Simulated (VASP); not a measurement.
Band structure of HgPPt₅ (space group P4/mmm). All values below come from PBEsol GGA, VASP's PBE PAW potentials (set 64) (plane waves; VASP).

Unless said otherwise, spin-orbit coupling is left out, though it shifts the bands of the heavy elements here.

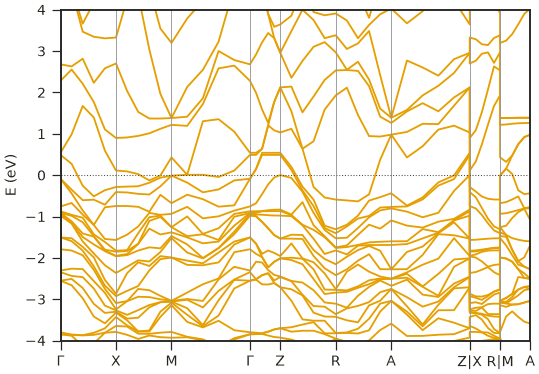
*Bands along high-symmetry lines, zero at the valence-band maximum or, without a gap, the Fermi level*

Read the plot: is there a gap, and where are the band edges?

It has no gap at this level: it comes out as a metal or semimetal.

The structure comes from a computed database's HgPPt5 entry (P4/mmm); how it stands against other phases isn't given here. The cell was not relaxed at this level. The electron count is odd and the run is not spin-polarised, which forces a metal.
